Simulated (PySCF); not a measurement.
B(NH2Me)F3 (CH₅BF₃N).

Computed with PySCF, BP86/def2-TZVP, geometry: GFN2-xTB. No frequency check shows the geometry to be a minimum.

Coordinates in Å:

```
B1       0.5997   -0.0665   -0.0011
N2      -0.8832    0.7692   -0.0347
C3      -2.0533   -0.1127    0.0090
H4      -0.8698    1.3244   -0.8877
H5      -0.8637    1.3997    0.7657
H6      -2.9831    0.4557   -0.0077
H7      -2.0124   -0.7868   -0.8421
H8      -2.0060   -0.7065    0.9205
F9       0.5801   -0.8506   -1.1025
F10      0.5884   -0.7473    1.1666
F11      1.5247    0.9244   -0.0368
```

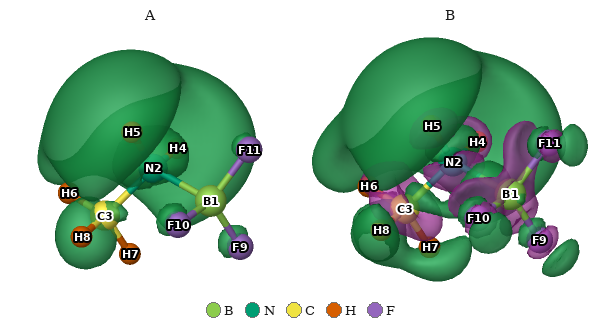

The Fukui function f⁺ from two separate SCF calculations and the density of the LUMO, at ±0.01 e/Å³ (green positive, purple negative).

> Which panel is which, and how good is the frozen-orbital picture?

B is f⁺ (it has negative regions), A the LUMO density. The LUMO lies on H4 and H5 (23 % each), N2 (18 %) and C3 (11 %); f⁺ (Hirshfeld-condensed) is largest on H4 and H5 (0.21 each); the vertical electron affinity is −1.37 eV (the stability of the anion's solution wasn't checked; negative, but this basis has no diffuse functions, so it doesn't show that the anion is unbound). Relaxation shifts 16 % of the electron between atoms. The orbital energy is −0.55 eV.
